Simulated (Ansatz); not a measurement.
The parent structure is GaN in the wurtzite structure (space group P6_3mc, No. 186; a = 3.2184 Å, c = 5.2432 Å).

Now apply this change: In replaces 66.7 % of the Ga, ordered in a cell of 12 atoms (starting symmetry Cmc2_1) and fully relaxed.

Method: PBE (Ansatz, a quantum-chemistry and plane-wave program; PAW; 420 eV plane waves; no spin-orbit coupling).

The zone is the changed cell's own and can be folded.

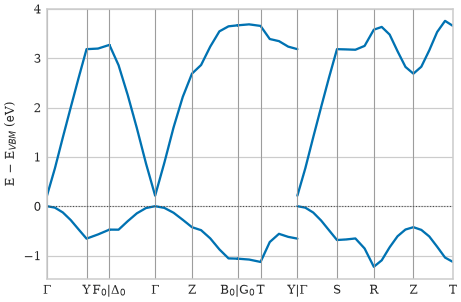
Highest valence and lowest conduction band along the path of the changed cell's own zone

Problem. From the figure, how large is the changed gap, and is it direct?

Solution. About 0.2 eV, direct at Γ.

Each cell is one ordered arrangement of few atoms, which overstates ordering effects compared with a random alloy. Whether these cells are dynamically stable was not tested. k-point labels follow each cell's own Brillouin zone.
